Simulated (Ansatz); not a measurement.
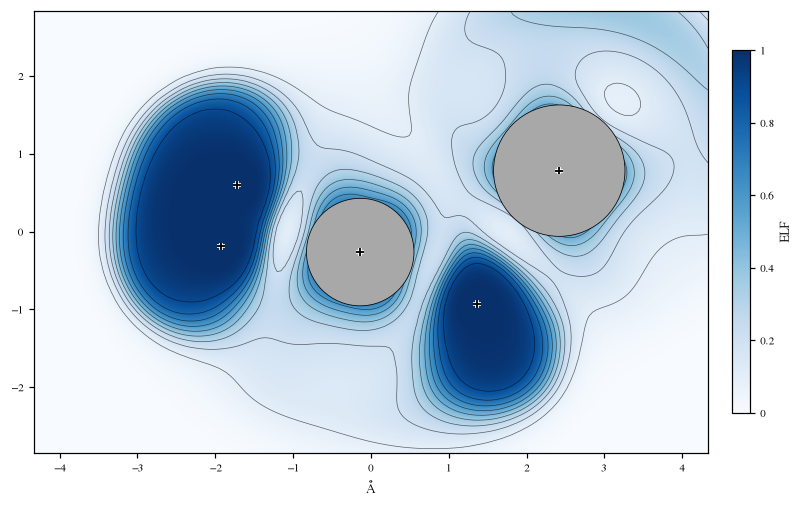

The electron localisation function on a plane through atoms (crosses mark nuclei in the plane; grey discs cover the cores).

Theory: UKS PBE0-D4/def2-TZVP (Ansatz).

Candidates:
A. H3Pd2 (quartet)
B. Cl3Ti (quartet)
C. Al3H (quintet)

Which system is this?

Candidate A: H3Pd2 on the molecular plane, which holds Pd and H. H3···H5 (0.81 Å): the ELF is about 1 at the midpoint. Pd–Pd (2.76 Å): the ELF is about 0.20 at the midpoint.
